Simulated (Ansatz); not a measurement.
# C2H3SSi: the cost of one run

Program: Ansatz 0.2.0. Level of theory: RKS B3LYP-D4/def2-SVP. These are calculated values, not measurements.

## Step 1: Starting point

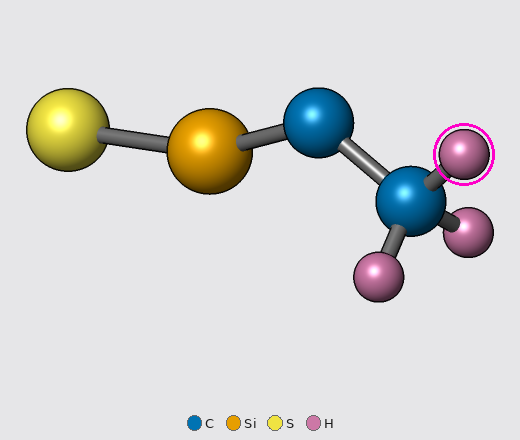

Start, viewed from a free direction; carbon blue, silicon amber, sulfur yellow, hydrogen pink. Ringed: H6.

Structure file:

```xyz
7

C     0.2545    1.0934    0.2400
C    -0.5266   -0.1773    0.4465
Si   -0.3869   -1.6688   -0.3757
S    -0.7114   -3.6093   -0.9153
H     0.1130    1.5466   -0.7532
H    -0.0826    1.8357    0.9754
H     1.3399    0.9796    0.3824
```

## Step 2: Relaxing end A

input.yaml

```yaml
crystal:
  periodic: [false, false, false]
  atoms:
    - { symbol: C, position_ang: [0.25454, 1.09343, 0.24] }
    - { symbol: C, position_ang: [-0.52656, -0.17727, 0.44646] }
    - { symbol: Si, position_ang: [-0.38694, -1.66877, -0.37574] }
    - { symbol: S, position_ang: [-0.71135, -3.60932, -0.91529] }
    - { symbol: H, position_ang: [0.113, 1.54663, -0.75325] }
    - { symbol: H, position_ang: [-0.0826, 1.83568, 0.97537] }
    - { symbol: H, position_ang: [1.33991, 0.97961, 0.38244] }
total_charge: -1
basis:
  gaussian: { orbitals: def2-SVP }
hamiltonian:
  xc: b3lyp
  dispersion: d4
relax:
  f_tol: 0.02
  max_steps: 50
```

Launch:

```
$ ansatz run input.yaml --threads 1 --pin off --max-ram 2048MiB --backend cpu --events-out ev --progress --plain --runs-dir out
```

Q: Estimate wall time and peak memory on 1 thread of Arm Neoverse V2, shared host.

About 18 s, with a peak of 0.15 GiB.
